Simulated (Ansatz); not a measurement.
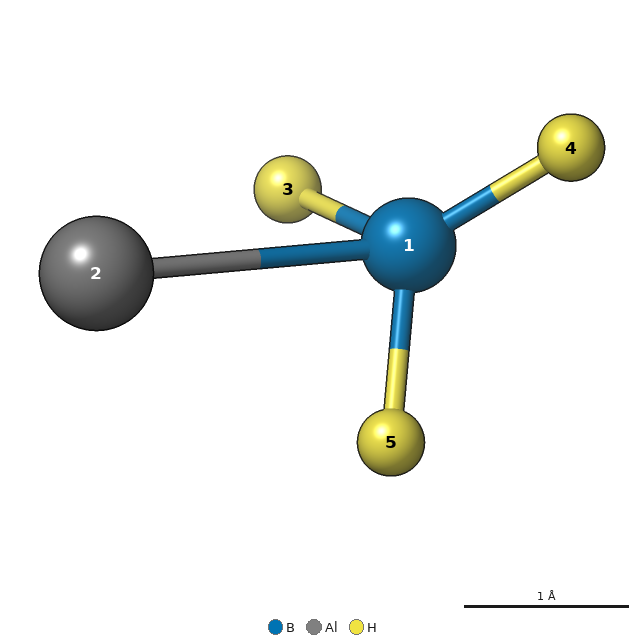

Orthographic view with a scale bar. The species is neutral and a spin doublet. Computed geometry: PBE0-D4/def2-TZVP optimisation. No frequency run is at hand to confirm it as a minimum.

Write Cartesian coordinates in Å in the frame of the picture: x to the right, y up, z towards the viewer, origin at the mean of the atomic positions.

```xyz
5
AlBH3
B    0.35   0.09  -0.08
Al  -1.56  -0.08   0.75
H   -0.39   0.43  -1.00
H    1.35   0.69   0.18
H    0.24  -1.12   0.14
```
